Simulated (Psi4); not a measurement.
# BCl: frequency calculation (part 3 of 3)

The same run, continued: BCl, SMILES [B]Cl; TPSS/cc-pVTZ, RKS, dispersion D4 (Psi4 1.11). The geometry was optimised with TPSS/cc-pVTZ.

Geometry of the input (Å):
```
B  0.1369  -0.1635  -0.1397
Cl -0.0534  -0.0684  1.5831
```

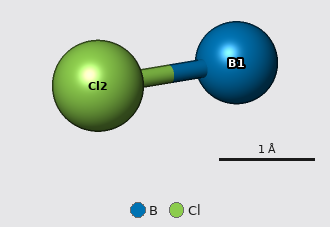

Fig. 1: The structure (ball-and-stick view, seen at an oblique angle; atoms are numbered from 1 in the order of the input).

**Output, continued**
```
 ------------------------------------------------------------------------------------

	total time  =          4 seconds =       0.07 minutes

         ------------------------------------------------------------
                                   SCF GRAD
         ------------------------------------------------------------

  ==> Geometry <==

    Molecular point group: cs
    Full point group: C_inf_v

    Geometry (in Bohr), charge = 0, multiplicity = 1:

       Center              X                  Y                   Z               Mass
    ------------   -----------------  -----------------  -----------------  -----------------
         B           -0.001314180300     0.000000000000    -2.494851356071    11.009305360000
         CL           0.000413745694     0.000000000000     0.785458438016    34.968852682000

  Nuclear repulsion =   25.912183160451228

   => Molecular Quadrature <=

    Radial Scheme          =       TREUTLER
    Pruning Scheme         =           NONE
    Nuclear Scheme         =       TREUTLER

    Blocking Scheme        =         OCTREE
    BS radius alpha        =              1
    Pruning alpha          =              1
    Radial Points          =             75
    Spherical Points       =            302
    Total Points           =          42714
    Total Blocks           =            380
    Max Points             =            255
    Max Functions          =             64
    Weights Tolerance      =       1.00E-15

  -Total Gradient:
     Atom            X                  Y                   Z
    ------   -----------------  -----------------  -----------------
       1        0.000000124587     0.000000000000     0.000236517137
       2       -0.000000098842     0.000000000000    -0.000187642424

	total time  =          1 seconds =       0.02 minutes

    Psi4 run time: 0:00:05.03

    -----------------------------------------------------------------------
                               Psi4 1.11 release

    h
    h
    h

    -----------------------------------------------------------------------

    Memory:     1.5 GiB
    Threads:    1
                ecpint, einsums, f̶o̶r̶t̶e̶, gauxc, gcp, g̶d̶m̶a̶, geometric, g̶p̶u̶_̶d̶f̶c̶c̶,
                i̶n̶t̶e̶g̶r̶a̶t̶o̶r̶x̶x̶, i̶p̶i̶, libefp, m̶d̶i̶, m̶p̶2̶d̶, m̶r̶c̶c̶, ooo,
                o̶p̶e̶n̶f̶e̶r̶m̶i̶o̶n̶p̶s̶i̶4̶, pcmsolver, p̶s̶i̶4̶f̶o̶c̶k̶c̶i̶, p̶s̶i̶x̶a̶s̶,
                p̶y̶e̶i̶n̶s̶u̶m̶s̶, r̶e̶s̶p̶, s̶i̶m̶i̶n̶t̶, s̶n̶s̶m̶p̶2̶,
                v̶2̶r̶d̶m̶_̶c̶a̶s̶s̶c̶f̶

gradient() will perform analytic gradient computation.

  ==> Geometry <==

    Molecular point group: cs
    Full point group: C_inf_v

    Geometry (in Bohr), charge = 0, multiplicity = 1:

       Center              X                  Y                   Z               Mass
    ------------   -----------------  -----------------  -----------------  -----------------
         B            0.000000000000    -0.001314180300    -2.494851356071    11.009305360000
         CL           0.000000000000     0.000413745694     0.785458438016    34.968852682000

  Running in cs symmetry.

  Rotational constants: A = ************  B =      0.66815  C =      0.66815 [cm^-1]
  Rotational constants: A = ************  B =  20030.66463  C =  20030.66463 [MHz]
  Nuclear repulsion =   25.912183160451228

  Charge       = 0
  Multiplicity = 1
  Electrons    = 22
  Nalpha       = 11
  Nbeta        = 11

   => Molecular Quadrature <=

    Radial Scheme          =       TREUTLER
    Pruning Scheme         =           NONE
    Nuclear Scheme         =       TREUTLER

    Blocking Scheme        =         OCTREE
    BS radius alpha        =              1
    Pruning alpha          =              1
    Radial Points          =             75
    Spherical Points       =            302
    Total Points           =          42714
    Total Blocks           =            395
    Max Points             =            256
    Max Functions          =             64
    Weights Tolerance      =       1.00E-15

   => Auxiliary Basis Set <=

  Basis Set: (CC-PVTZ AUX)
    Blend: CC-PVTZ-JKFIT
    Number of shells: 62
    Number of basis functions: 200
    Number of Cartesian functions: 241
    Spherical Harmonics?: true
    Max angular momentum: 4

  Cached 100.0% of DFT collocation blocks in 0.188 [GiB].

  Minimum eigenvalue in the overlap matrix is 3.5093464425E-03.
  Reciprocal condition number of the overlap matrix is 9.1658681324E-04.
    Using symmetric orthogonalization.

  ==> Iterations <==

                           Total Energy        Delta E     RMS |[F,P]|

   @DF-RKS iter SAD:  -484.78984902040332   -4.84790e+02   0.00000e+00
   @DF-RKS iter   1:  -484.98736282100958   -1.97514e-01   5.99805e-03 ADIIS/DIIS
   @DF-RKS iter   2:  -484.95353714701537    3.38257e-02   7.10795e-03 ADIIS/DIIS
   @DF-RKS iter   3:  -485.03001115462024   -7.64740e-02   2.42662e-03 ADIIS/DIIS
   @DF-RKS iter   4:  -485.03686673801570   -6.85558e-03   5.02208e-04 ADIIS/DIIS
   @DF-RKS iter   5:  -485.03721568837392   -3.48950e-04   9.47947e-05 DIIS
   @DF-RKS iter   6:  -485.03723054133479   -1.48530e-05   4.39094e-06 DIIS
   @DF-RKS iter   7:  -485.03723057406916   -3.27344e-08   5.15489e-07 DIIS
   @DF-RKS iter   8:  -485.03723057450594   -4.36785e-10   6.48119e-08 DIIS
   @DF-RKS iter   9:  -485.03723057451185   -5.91172e-12   4.86586e-09 DIIS
  Energy and wave function converged.

  ==> Post-Iterations <==

   Electrons on quadrature grid:
      Ntotal   =   22.0000014333 ; deviation = 1.433e-06

    Orbital Energies [Eh]
    ---------------------

    Doubly Occupied:

       1Ap  -101.070391     2Ap    -9.298138     3Ap    -7.073753
       1App   -7.071046     4Ap    -7.071046     5Ap    -6.700512
       6Ap    -0.825673     7Ap    -0.469489     8Ap    -0.355799
       2App   -0.355799     9Ap    -0.237809

    Virtual:

      10Ap    -0.101559     3App   -0.101559    11Ap     0.057183
      12Ap     0.112983    13Ap     0.170116     4App    0.170116
      14Ap     0.205317    15Ap     0.286439     5App    0.298831
      16Ap     0.298831    17Ap     0.313892     6App    0.313892
      18Ap     0.368413     7App    0.368413    19Ap     0.480519
       8App    0.480520    20Ap     0.588354    21Ap     0.661678
      22Ap     0.708437     9App    0.708437    23Ap     0.928074
      24Ap     1.225979    10App    1.225979    25Ap     1.341113
      11App    1.581168    26Ap     1.581171    12App    1.584770
      27Ap     1.584770    28Ap     1.647348    29Ap     1.665816
      13App    1.665816    30Ap     1.761645    14App    1.761649
      31Ap     1.856712    15App    1.856752    32Ap     1.883027
      33Ap     1.962481    16App    1.962481    34Ap     2.019232
      17App    2.019232    18App    2.022613    35Ap     2.022613
      36Ap     2.170196    19App    2.170196    37Ap     2.212530
      20App    2.282155    38Ap     2.282160    39Ap     2.362557
      40Ap     2.852075    41Ap     2.923533    21App    2.923533
      42Ap     4.468938    43Ap     5.390977

    Final Occupation by Irrep:
             Ap   App
    DOCC [     9,    2 ]
    NA   [     9,    2 ]
    NB   [     9,    2 ]

  @DF-RKS Final Energy:  -485.03723057451185

   => Energetics <=

    Nuclear Repulsion Energy =             25.9121831604512280
    One-Electron Energy =                -718.8927807795390663
    Two-Electron Energy =                 240.1535451663906713
    DFT Exchange-Correlation Energy =     -32.2088710632446436
    Empirical Dispersion Energy =          -0.0013070585701095
    VV10 Nonlocal Energy =                  0.0000000000000000
    Total Energy =                       -485.0372305745118524

Computation Completed

Properties will be evaluated at   0.000000,   0.000000,   0.000000 [a0]

Properties computed using the SCF density matrix

 Multipole Moments:

 ------------------------------------------------------------------------------------
     Multipole            Electronic (a.u.)      Nuclear  (a.u.)        Total (a.u.)
 ------------------------------------------------------------------------------------

 L = 1.  Multiply by 2.5417464519 to convert [e a0] to [Debye]
 Dipole X            :          0.0000000            0.0000000            0.0000000
 Dipole Y            :         -0.0001379            0.0004628            0.0003249
 Dipole Z            :         -0.2617517            0.8785367            0.6167850
 Magnitude           :                                                    0.6167851

 ------------------------------------------------------------------------------------

	total time  =          4 seconds =       0.07 minutes

         ------------------------------------------------------------
                                   SCF GRAD
         ------------------------------------------------------------

  ==> Geometry <==

    Molecular point group: cs
    Full point group: C_inf_v

    Geometry (in Bohr), charge = 0, multiplicity = 1:

       Center              X                  Y                   Z               Mass
    ------------   -----------------  -----------------  -----------------  -----------------
         B            0.000000000000    -0.001314180300    -2.494851356071    11.009305360000
         CL           0.000000000000     0.000413745694     0.785458438016    34.968852682000

  Nuclear repulsion =   25.912183160451228

   => Molecular Quadrature <=

    Radial Scheme          =       TREUTLER
    Pruning Scheme         =           NONE
    Nuclear Scheme         =       TREUTLER

    Blocking Scheme        =         OCTREE
    BS radius alpha        =              1
    Pruning alpha          =              1
    Radial Points          =             75
    Spherical Points       =            302
    Total Points           =          42714
    Total Blocks           =            395
    Max Points             =            256
    Max Functions          =             64
    Weights Tolerance      =       1.00E-15

  -Total Gradient:
     Atom            X                  Y                   Z
    ------   -----------------  -----------------  -----------------
       1        0.000000000000     0.000000124587     0.000236517128
       2        0.000000000000    -0.000000098842    -0.000187642407

	total time  =          1 seconds =       0.02 minutes

    Psi4 run time: 0:00:05.26

  //>>>>>>>>>>>>>>>>>>>>>>>>>>>>>>>>>>>//
  //      FiniteDifference Results     //
  //<<<<<<<<<<<<<<<<<<<<<<<<<<<<<<<<<<<//

  Computing second-derivative from gradients using projected,
  symmetry-adapted, cartesian coordinates.

  5 gradients passed in, including the reference geometry.
  Generating complete list of displacements from unique ones.

    Operation 2 takes plus displacements of irrep B1 to minus ones.
    Operation 2 takes plus displacements of irrep B2 to minus ones.

-------------------------------------------------------------

  ==> Harmonic Vibrational Analysis <==

  non-mass-weighted Hessian:       Symmetric? True   Hermitian? True   Lin Dep Dim?  3 (0)
  projection of translations (True) and rotations (True) removed 5 degrees of freedom (5)
  total projector:                 Symmetric? True   Hermitian? True   Lin Dep Dim?  5 (5)
  mass-weighted Hessian:           Symmetric? True   Hermitian? True   Lin Dep Dim?  3 (0)
  pre-proj  low-frequency mode:    0.0000i [cm^-1]
  pre-proj  low-frequency mode:    0.0000i [cm^-1]
  pre-proj  low-frequency mode:    0.0000i [cm^-1]
  pre-proj  low-frequency mode:    0.0000  [cm^-1]
  pre-proj  low-frequency mode:    0.0000  [cm^-1]
  pre-proj  all modes:['14.7067i' '14.7067i' '0.0000i' '0.0000' '0.0000' '806.5558']
  projected mass-weighted Hessian: Symmetric? True   Hermitian? True   Lin Dep Dim?  5 (5)
  post-proj low-frequency mode:    0.0000i [cm^-1] (TR)
  post-proj low-frequency mode:    0.0000i [cm^-1] (TR)
  post-proj low-frequency mode:    0.0000  [cm^-1] (TR)
  post-proj low-frequency mode:    0.0000  [cm^-1] (TR)
  post-proj low-frequency mode:    0.0000  [cm^-1] (TR)
  post-proj  all modes:['0.0000i' '0.0000i' '0.0000' '0.0000' '0.0000' '806.5558']

  Vibration                       6
  Freq [cm^-1]                 806.5558
  Irrep                           A1
  Reduced mass [u]             13.1700
  Force const [mDyne/A]         5.0478
  Turning point v=0 [a0]        0.1065
  RMS dev v=0 [a0 u^1/2]        0.2732
  IR activ [km/mol]            222.7240
  Char temp [K]               1160.4542
  ----------------------------------------------------------------------------------
      1   B               -0.00  0.00  0.95
      2   CL               0.00  0.00 -0.30

  ==> Thermochemistry Components <==

  Entropy, S
    Electronic S                             0.000 [cal/(mol K)]        0.000 [J/(mol K)]       0.00000000 [mEh/K] (multiplicity = 1)
    Translational S                         38.862 [cal/(mol K)]      162.598 [J/(mol K)]       0.06193027 [mEh/K] (mol. weight = 45.9782 [u], P = 101325.00 [Pa])
    Rotational S                            13.972 [cal/(mol K)]       58.458 [J/(mol K)]       0.02226556 [mEh/K] (symmetry no. = 1)
    Vibrational S                            0.448 [cal/(mol K)]        1.873 [J/(mol K)]       0.00071333 [mEh/K]
  Total S                                   53.281 [cal/(mol K)]      222.929 [J/(mol K)]       0.08490916 [mEh/K]
  Correction S                               0.000 [cal/(mol K)]        0.000 [J/(mol K)]       0.00000000 [mEh/K]

  Constant volume heat capacity, Cv
    Electronic Cv                            0.000 [cal/(mol K)]        0.000 [J/(mol K)]       0.00000000 [mEh/K]
    Translational Cv                         2.981 [cal/(mol K)]       12.472 [J/(mol K)]       0.00475022 [mEh/K]
    Rotational Cv                            1.987 [cal/(mol K)]        8.314 [J/(mol K)]       0.00316681 [mEh/K]
    Vibrational Cv                           1.029 [cal/(mol K)]        4.306 [J/(mol K)]       0.00164025 [mEh/K]
  Total Cv                                   5.997 [cal/(mol K)]       25.093 [J/(mol K)]       0.00955728 [mEh/K]
  Correction Cv                              0.000 [cal/(mol K)]        0.000 [J/(mol K)]       0.00000000 [mEh/K]

  Constant pressure heat capacity, Cp
    Electronic Cp                            0.000 [cal/(mol K)]        0.000 [J/(mol K)]       0.00000000 [mEh/K]
    Translational Cp                         4.968 [cal/(mol K)]       20.786 [J/(mol K)]       0.00791703 [mEh/K]
    Rotational Cp                            1.987 [cal/(mol K)]        8.314 [J/(mol K)]       0.00316681 [mEh/K]
    Vibrational Cp                           1.029 [cal/(mol K)]        4.306 [J/(mol K)]       0.00164025 [mEh/K]
  Total Cp                                   7.984 [cal/(mol K)]       33.407 [J/(mol K)]       0.01272409 [mEh/K]
  Correction Cp                              0.000 [cal/(mol K)]        0.000 [J/(mol K)]       0.00000000 [mEh/K]

  ==> Thermochemistry Energy Analysis <==

  Raw electronic energy, E_e
  Total E_e, Electronic energy at well bottom                                          -485.03723057 [Eh]

  Zero-point vibrational energy, ZPVE = Sum_i omega_i / 2,  E_0 = E_e + ZPVE
    Vibrational ZPVE                         1.153 [kcal/mol]        4.824 [kJ/mol]       0.00183747 [Eh]         403.278 [cm^-1]
  Correction ZPVE to E_e                     1.153 [kcal/mol]        4.824 [kJ/mol]       0.00183747 [Eh]         403.278 [cm^-1]
  Total E_0, Enthalpy at 0 [K]                                                         -485.03539311 [Eh]
  *** Absolute enthalpy, not an enthalpy of formation ***

  Thermal (internal) energy, E (includes ZPVE and finite-temperature corrections)
    Electronic contrib to E beyond E_e       0.000 [kcal/mol]        0.000 [kJ/mol]       0.00000000 [Eh]
    Translational contrib to E               1.192 [kcal/mol]        4.989 [kJ/mol]       0.00190009 [Eh]
    Rotational contrib to E                  0.795 [kcal/mol]        3.326 [kJ/mol]       0.00126672 [Eh]
    Vibrational contrib to E                 1.287 [kcal/mol]        5.385 [kJ/mol]       0.00205119 [Eh]
  Correction E                               3.274 [kcal/mol]       13.700 [kJ/mol]       0.00521800 [Eh]
  Total E, Thermal (internal) energy at  400.00 [K]                                    -485.03201257 [Eh]

  Enthalpy, H_trans = E_trans + k_B * T = E_trans + P * V
    Electronic contrib to H beyond E_e       0.000 [kcal/mol]        0.000 [kJ/mol]       0.00000000 [Eh]
    Translational contrib to H               1.987 [kcal/mol]        8.314 [kJ/mol]       0.00316681 [Eh]
    Rotational contrib to H                  0.795 [kcal/mol]        3.326 [kJ/mol]       0.00126672 [Eh]
    Vibrational contrib to H                 1.287 [kcal/mol]        5.385 [kJ/mol]       0.00205119 [Eh]
  Correction H                               4.069 [kcal/mol]       17.026 [kJ/mol]       0.00648473 [Eh]
  Total H, Enthalpy at  400.00 [K]                                                     -485.03074585 [Eh]
  *** Absolute enthalpy, not an enthalpy of formation ***

  Gibbs free energy, G = H - T * S
    Electronic contrib to G beyond E_e       0.000 [kcal/mol]        0.000 [kJ/mol]       0.00000000 [Eh]
    Translational contrib to G             -13.558 [kcal/mol]      -56.725 [kJ/mol]      -0.02160530 [Eh]
    Rotational contrib to G                 -4.794 [kcal/mol]      -20.058 [kJ/mol]      -0.00763950 [Eh]
    Vibrational contrib to G                 1.108 [kcal/mol]        4.636 [kJ/mol]       0.00176586 [Eh]
  Correction G                             -17.243 [kcal/mol]      -72.146 [kJ/mol]      -0.02747894 [Eh]
  Total G, Gibbs energy at  400.00 [K]                                                 -485.06470951 [Eh]
  *** Absolute Gibbs energy, not a free energy of formation ***

[set-up sections that repeat, and orbital energies of the middle runs, are left out above]
```

**Standard output**
```
tpss-d4/cc-pVTZ energy: -485.0372305744 Eh
wavenumbers / cm^-1: [806.6]
ZPVE: 0.00183747 Eh
ENTHALPY: -485.03074585 Eh
GIBBS FREE ENERGY: -485.06470951 Eh
CURRENT ENERGY                                   -485.0372305744
CURRENT REFERENCE ENERGY                         -485.0372305744
DD SOLVATION ENERGY                                 0.0000000000
DFT FUNCTIONAL TOTAL ENERGY                      -485.0359235158
DFT TOTAL ENERGY                                 -485.0372305744
DFT VV10 ENERGY                                     0.0000000000
DFT XC ENERGY                                     -32.2088711406
DISPERSION CORRECTION ENERGY                       -0.0013070586
ENTHALPY                                         -485.0307458464
ENTHALPY CORRECTION                                 0.0064847279
FINDIF NUMBER                                       5.0000000000
GIBBS FREE ENERGY                                -485.0647095113
GIBBS FREE ENERGY CORRECTION                       -0.0274789369
GRID ELECTRONS ALPHA                               11.0000007166
GRID ELECTRONS BETA                                11.0000007166
GRID ELECTRONS TOTAL                               22.0000014333
NUCLEAR REPULSION ENERGY                           25.9121867554
ONE-ELECTRON ENERGY                              -718.8927874787
PCM POLARIZATION ENERGY                             0.0000000000
PE ENERGY                                           0.0000000000
SCF ITERATION ENERGY                             -485.0372305744
SCF ITERATIONS                                      9.0000000000
SCF TOTAL ENERGY                                 -485.0372305744
THERMAL ENERGY                                   -485.0320125706
THERMAL ENERGY CORRECTION                           0.0052180037
TPSS-D4(BJ,EEQ)ATM DISPERSION CORRECTION ENERGY      -0.0013070586
TWO-ELECTRON ENERGY                               240.1535483480
ZERO K ENTHALPY                                  -485.0353931050
ZPVE                                                0.0018374693
```

**Key numbers**

| quantity | value |
| --- | --- |
| outcome | converged |
| total energy | −485.037231 hartree |
| dispersion energy | −0.001307 hartree |
| zero-point energy | 0.001837 hartree |
| dipole moment | 1.57 D |
| wavenumbers, lowest and highest | 807 cm⁻¹ |
| wall time | 32 s |
| peak memory | 0.55 GiB |
